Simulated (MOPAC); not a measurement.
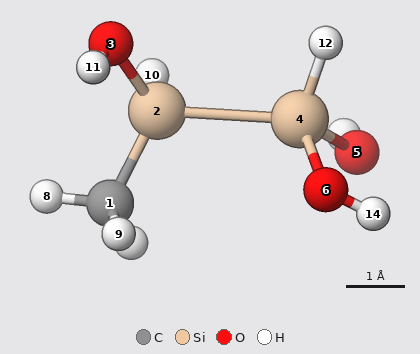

**Figure 1.** The starting structure (ball-and-stick view, seen at a tilt; atoms are numbered from 1 in the order of the input). Bond lengths as drawn: C–H 1.12 Å, C–Si 1.80 Å, H–O 0.95 Å, H–Si 1.46 Å, O–Si 1.77 to 1.78 Å and Si–Si 2.50 Å.

## Saddle-point search, with input and output: CH8O3Si2 (part 1 of 2)

System: CH8O3Si2, SMILES C[SiH](O)[SiH](O)O.
Method: AM1, closed shell (MOPAC 23.2.5).

The starting geometry was optimised with AM1.

The input (run.mop)
```
AM1 CYCLES=150 GNORM=0.1 TS THREADS=1 AUX(PRECISION=6)
job CH8O3Si2

C      0.000000 1     0.000000 1     0.000000 1
Si     1.804860 1     0.000000 1     0.000000 1
O      2.454360 1     1.657520 1     0.000000 1
Si     2.783000 1    -1.444100 1     1.797010 1
O      2.743440 1    -3.196160 1     1.550800 1
O      1.870450 1    -1.385560 1     3.308570 1
H     -0.429910 1    -1.011650 1    -0.188300 1
H     -0.387960 1     0.674350 1    -0.801280 1
H     -0.426180 1     0.361190 1     0.965280 1
H      2.337340 1    -0.605890 1    -1.222030 1
H      1.937020 1     2.248470 1     0.535090 1
H      4.157210 1    -1.003810 1     2.001200 1
H      2.924800 1    -3.516800 1     0.677070 1
H      1.875100 1    -2.232280 1     3.745070 1
```

Run as:
```bash
mopac run.mop
```

The program's output
```
MOPAC v23.2.5
AM1 CALCULATION RESULTS

 *  AM1        - The AM1 Hamiltonian to be used
 *  TS         - USE EF ROUTINE FOR TS SEARCH
 *  THREADS=1  - MULTI-THREADING NOT USED
 *  CYCLES=    - DO A MAXIMUM OF 150 STEPS
 *  GNORM      - EXIT WHEN GRADIENT NORM DROPS BELOW 0.100
 *  AUX        - OUTPUT AUXILIARY INFORMATION
AM1 CYCLES=150 GNORM=0.1 TS THREADS=1 AUX(PRECISION=6)
 job CH8O3Si2

   ATOM   CHEMICAL          X               Y               Z
  NUMBER   SYMBOL      (ANGSTROMS)     (ANGSTROMS)     (ANGSTROMS)

     1       C          0.00000000  *   0.00000000  *   0.00000000  *
     2      Si          1.80486000  *   0.00000000  *   0.00000000  *
     3       O          2.45436000  *   1.65752000  *   0.00000000  *
     4      Si          2.78300000  *  -1.44410000  *   1.79701000  *
     5       O          2.74344000  *  -3.19616000  *   1.55080000  *
     6       O          1.87045000  *  -1.38556000  *   3.30857000  *
     7       H         -0.42991000  *  -1.01165000  *  -0.18830000  *
     8       H         -0.38796000  *   0.67435000  *  -0.80128000  *
     9       H         -0.42618000  *   0.36119000  *   0.96528000  *
    10       H          2.33734000  *  -0.60589000  *  -1.22203000  *
    11       H          1.93702000  *   2.24847000  *   0.53509000  *
    12       H          4.15721000  *  -1.00381000  *   2.00120000  *
    13       H          2.92480000  *  -3.51680000  *   0.67707000  *
    14       H          1.87510000  *  -2.23228000  *   3.74507000  *

          CARTESIAN COORDINATES

    NO.       ATOM           X           Y           Z

     1         C          0.0000      0.0000      0.0000
     2        Si          1.8049      0.0000      0.0000
     3         O          2.4544      1.6575      0.0000
     4        Si          2.7830     -1.4441      1.7970
     5         O          2.7434     -3.1962      1.5508
     6         O          1.8704     -1.3856      3.3086
     7         H         -0.4299     -1.0116     -0.1883
     8         H         -0.3880      0.6744     -0.8013
     9         H         -0.4262      0.3612      0.9653
    10         H          2.3373     -0.6059     -1.2220
    11         H          1.9370      2.2485      0.5351
    12         H          4.1572     -1.0038      2.0012
    13         H          2.9248     -3.5168      0.6771
    14         H          1.8751     -2.2323      3.7451

           Empirical Formula: C H8 O3 Si2  =    14 atoms

      MOLECULAR POINT GROUP   :   C1

      RHF CALCULATION, NO. OF DOUBLY OCCUPIED LEVELS = 19

          Transition state refinement using EF

          HESSIAN CALCULATED NUMERICALLY

 CYCLE:     1 TIME:   0.109 TIME LEFT:  2.00D  GRAD.:     0.748 HEAT: -201.7585
 CYCLE:     2 TIME:   0.004 TIME LEFT:  2.00D  GRAD.:     5.087 HEAT: -201.7650
 CYCLE:     3 TIME:   0.004 TIME LEFT:  2.00D  GRAD.:     4.930 HEAT: -201.7594
 CYCLE:     3 TIME:   0.004 TIME LEFT:  2.00D  GRAD.:     4.923 HEAT: -201.7638
 CYCLE:     3 TIME:   0.004 TIME LEFT:  2.00D  GRAD.:     2.478 HEAT: -201.7686
 CYCLE:     4 TIME:   0.008 TIME LEFT:  2.00D  GRAD.:     5.112 HEAT: -201.7643
 CYCLE:     5 TIME:   0.004 TIME LEFT:  2.00D  GRAD.:     4.746 HEAT: -201.7654
 CYCLE:     6 TIME:   0.004 TIME LEFT:  2.00D  GRAD.:     2.398 HEAT: -201.7718
 CYCLE:     7 TIME:   0.004 TIME LEFT:  2.00D  GRAD.:     4.594 HEAT: -201.7745
 CYCLE:     8 TIME:   0.004 TIME LEFT:  2.00D  GRAD.:    11.682 HEAT: -201.7718
 CYCLE:     8 TIME:   0.004 TIME LEFT:  2.00D  GRAD.:     4.913 HEAT: -201.7833
 CYCLE:     8 TIME:   0.004 TIME LEFT:  2.00D  GRAD.:     2.995 HEAT: -201.7832
 CYCLE:     9 TIME:   0.000 TIME LEFT:  2.00D  GRAD.:     2.584 HEAT: -201.7862
 CYCLE:    10 TIME:   0.004 TIME LEFT:  2.00D  GRAD.:     3.510 HEAT: -201.7843
 CYCLE:    10 TIME:   0.004 TIME LEFT:  2.00D  GRAD.:     0.885 HEAT: -201.7874
 CYCLE:    10 TIME:   0.004 TIME LEFT:  2.00D  GRAD.:     0.576 HEAT: -201.7877
 CYCLE:    10 TIME:   0.004 TIME LEFT:  2.00D  GRAD.:     0.514 HEAT: -201.7877
 CYCLE:    10 TIME:   0.004 TIME LEFT:  2.00D  GRAD.:     0.883 HEAT: -201.7876
 CYCLE:    10 TIME:   0.004 TIME LEFT:  2.00D  GRAD.:     1.191 HEAT: -201.7874
 CYCLE:    10 TIME:   0.000 TIME LEFT:  2.00D  GRAD.:     1.514 HEAT: -201.7872
 CYCLE:    10 TIME:   0.004 TIME LEFT:  2.00D  GRAD.:     1.773 HEAT: -201.7870

     TRUST RADIUS NOW LESS THAN  0.00010 OPTIMIZATION TERMINATING
      THE GEOMETRY MAY NOT BE COMPLETELY OPTIMIZED
      (TO CONTINUE, ADD 'LET DDMIN=0.0' TO THE KEYWORD LINE)

 -------------------------------------------------------------------------------
 AM1 CYCLES=150 GNORM=0.1 TS THREADS=1 AUX(PRECISION=6)
 job CH8O3Si2

     GEOMETRY OPTIMISED USING EIGENVECTOR FOLLOWING (TS).
     SCF FIELD WAS ACHIEVED

                              AM1 CALCULATION

          FINAL HEAT OF FORMATION =       -201.78775 KCAL/MOL =    -844.27994 KJ/MOL

          COSMO AREA              =        158.23 SQUARE ANGSTROMS
          COSMO VOLUME            =        156.35 CUBIC ANGSTROMS

          GRADIENT NORM           =          0.51449          =       0.13750 PER ATOM
          IONIZATION POTENTIAL    =          9.318057 EV
          HOMO LUMO ENERGIES (EV) =         -9.318 -1.188
          NO. OF FILLED LEVELS    =         19
          MOLECULAR WEIGHT        =        124.2434         POINT GROUP:  C1

          MOLECULAR DIMENSIONS (Angstroms)

            Atom       Atom       Distance
            H    13    H    11     5.89819
            H    10    H    14     4.95625
            H     7    H    12     4.76926

          SCF CALCULATIONS        =         65

          WALL-CLOCK TIME         =      0.199 SECONDS
          COMPUTATION TIME        =      0.196 SECONDS

   ATOM   CHEMICAL          X               Y               Z
  NUMBER   SYMBOL      (ANGSTROMS)     (ANGSTROMS)     (ANGSTROMS)

     1       C         -0.00829551  *   0.02265825  *   0.01130988  *
     2      Si          1.79618267  *  -0.00167737  *   0.00360896  *
     3       O          2.47034066  *   1.64640820  *  -0.01030367  *
     4      Si          2.77422823  *  -1.44550515  *   1.80027353  *
     5       O          2.74439256  *  -3.19602904  *   1.53505881  *
     6       O          1.85010928  *  -1.40588097  *   3.30491095  *
     7       H         -0.45236323  *  -0.98983586  *  -0.13546121  *
     8       H         -0.39213418  *   0.67030192  *  -0.81359469  *
     9       H         -0.42400884  *   0.42640777  *   0.96418404  *
    10       H          2.31506016  *  -0.62464874  *  -1.21583454  *
    11       H          1.93078785  *   2.25970854  *   0.47552294  *
    12       H          4.14777322  *  -1.00444462  *   2.00955027  *
    13       H          3.11052131  *  -3.51412319  *   0.72005560  *
    14       H          1.88610638  *  -2.24701877  *   3.75070356  *

                             CARTESIAN COORDINATES

   1    C       -0.008295512     0.022658250     0.011309880
   2   Si        1.796182672    -0.001677369     0.003608959
   3    O        2.470340663     1.646408202    -0.010303671
   4   Si        2.774228230    -1.445505154     1.800273534
   5    O        2.744392564    -3.196029040     1.535058812
   6    O        1.850109277    -1.405880967     3.304910947
   7    H       -0.452363226    -0.989835863    -0.135461211
   8    H       -0.392134185     0.670301922    -0.813594687
   9    H       -0.424008838     0.426407770     0.964184037
  10    H        2.315060160    -0.624648738    -1.215834542
  11    H        1.930787850     2.259708538     0.475522945
  12    H        4.147773221    -1.004444616     2.009550270
  13    H        3.110521310    -3.514123192     0.720055602
  14    H        1.886106377    -2.247018770     3.750703564

           Empirical Formula: C H8 O3 Si2  =    14 atoms

      MOLECULAR POINT GROUP   :   C1

                  EIGENVALUES
 -35.95462 -35.60483 -35.43238 -29.20293 -18.24485 -17.97585 -17.67513 -15.44363
 -15.03722 -14.67630 -14.50805 -13.80268 -13.24120 -13.10627 -12.71424 -12.46604
 -11.95028 -11.68592  -9.31806  -1.18753   0.61849   0.93635   1.25535   1.55113
   1.88867   1.92009   4.01057   4.02933   4.88025   5.67258   5.72403   5.98791

              NET ATOMIC CHARGES AND DIPOLE CONTRIBUTIONS

  ATOM NO.   TYPE          CHARGE      No. of ELECS.   s-Pop       p-Pop
    1          C          -0.560610        4.5606     1.26594     3.29467
    2         Si           0.795929        3.2041     0.87999     2.32408
    3          O          -0.551716        6.5517     1.86155     4.69017
    4         Si           0.937276        3.0627     0.90375     2.15897
    5          O          -0.602511        6.6025     1.85725     4.74526
    6          O          -0.578290        6.5783     1.85804     4.72025
    7          H           0.103050        0.8969     0.89695
    8          H           0.101636        0.8984     0.89836
    9          H           0.099654        0.9003     0.90035
   10          H          -0.182242        1.1822     1.18224
   11          H           0.215762        0.7842     0.78424
   12          H          -0.237847        1.2378     1.23785
   13          H           0.226445        0.7736     0.77355
   14          H           0.233463        0.7665     0.76654
 DIPOLE           X         Y         Z       TOTAL
 POINT-CHG.    -0.133    -0.048    -1.259     1.267
 HYBRID        -0.673    -0.406     0.104     0.793
 SUM           -0.806    -0.454    -1.155     1.480

          ATOMIC ORBITAL ELECTRON POPULATIONS

     Atom    s        px        py        pz
    1  C   1.26594   1.16906   1.06368   1.06193
    2 Si   0.87999   0.72886   0.70920   0.88602
    3  O   1.86155   1.59899   1.33415   1.75703
    4 Si   0.90375   0.76142   0.66142   0.73613
    5  O   1.85725   1.84549   1.45747   1.44230
    6  O   1.85804   1.80237   1.40884   1.50904
    7  H   0.89695
    8  H   0.89836
    9  H   0.90035
   10  H   1.18224
   11  H   0.78424
   12  H   1.23785
   13  H   0.77355
   14  H   0.76654

 *                    *
 * JOB ENDED NORMALLY *
 *                    *

 TOTAL JOB TIME:             0.20 SECONDS

 == MOPAC DONE ==
```

Trajectory as extended XYZ (Å, eV, eV/Å), 8 of the 21 frames kept, from step=0 to step=20
```
14
Properties=species:S:1:pos:R:3:forces:R:3 step=0 energy=-8.74908
C     0.0000    0.0000    0.0000   -0.0027  -0.0045   0.0020
Si    1.8049    0.0000    0.0000   -0.0017   0.0086   0.0055
O     2.4544    1.6575    0.0000    0.0087  -0.0016  -0.0047
Si    2.7830   -1.4441    1.7970   -0.0039   0.0061   0.0007
O     2.7434   -3.1962    1.5508    0.0096  -0.0039   0.0004
O     1.8704   -1.3856    3.3086   -0.0176  -0.0004  -0.0045
H    -0.4299   -1.0116   -0.1883   -0.0001   0.0008  -0.0011
H    -0.3880    0.6744   -0.8013    0.0000   0.0003  -0.0001
H    -0.4262    0.3612    0.9653    0.0002   0.0002  -0.0003
H     2.3373   -0.6059   -1.2220   -0.0009   0.0001  -0.0009
H     1.9370    2.2485    0.5351   -0.0035  -0.0009  -0.0015
H     4.1572   -1.0038    2.0012    0.0030  -0.0079   0.0041
H     2.9248   -3.5168    0.6771   -0.0046   0.0025  -0.0018
H     1.8751   -2.2323    3.7461    0.0135   0.0006   0.0023
14
Properties=species:S:1:pos:R:3:forces:R:3 step=3 energy=-8.74930
C    -0.0020    0.0037    0.0005    0.0009  -0.0005   0.0008
Si    1.8027    0.0014    0.0024   -0.0002  -0.0011   0.0006
O     2.4588    1.6563    0.0013   -0.0055   0.0076   0.0068
Si    2.7789   -1.4465    1.7970    0.0034  -0.0016   0.0014
O     2.7272   -3.1980    1.5430    0.0405  -0.0462  -0.1370
O     1.8676   -1.3861    3.3089   -0.0084   0.0264  -0.0126
H    -0.4317   -1.0075   -0.1911   -0.0010   0.0001  -0.0002
H    -0.3888    0.6800   -0.7997   -0.0001   0.0010   0.0001
H    -0.4293    0.3624    0.9661   -0.0003   0.0006   0.0008
H     2.3350   -0.6078   -1.2181   -0.0002  -0.0009  -0.0005
H     1.9262    2.2556    0.5122    0.0062  -0.0062  -0.0073
H     4.1593   -1.0220    1.9959   -0.0015   0.0008   0.0007
H     3.0143   -3.5187    0.6943   -0.0396   0.0445   0.1320
H     1.9011   -2.2222    3.7627    0.0057  -0.0246   0.0144
```
